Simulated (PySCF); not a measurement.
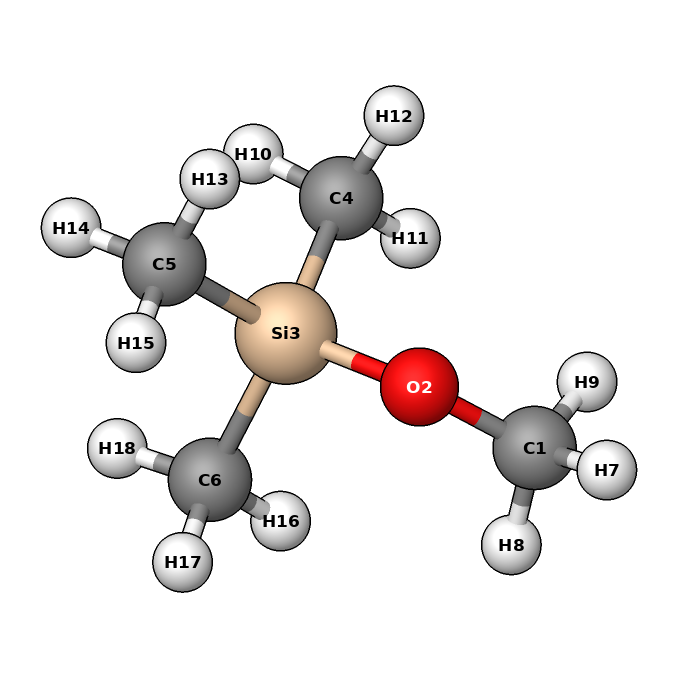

Every bond is drawn as one stick. The geometry was computed by an optimisation with PBE0-D3(BJ)/def2-SVP. No frequency run is at hand to confirm it as a minimum. Level of theory: PBE0/pcSseg-1 in benzene (IEF-PCM) (PySCF 2.14.0).

List the Mayer bond orders of C1–O2, O2–Si3, Si3–C4, Si3–C5, Si3–C6 (bonds between heavy atoms, one of each equivalent set). Atoms whose distances differ by more than 0.02 Å in this geometry are listed apart.

| bond | Mayer order | length (Å) |
| --- | --- | --- |
| C1–O2 | 0.92 | 1.394 |
| O2–Si3 | 0.94 | 1.678 |
| Si3–C4 | 0.95 | 1.878 |
| Si3–C5 | 0.97 | 1.867 |
| Si3–C6 | 0.95 | 1.878 |
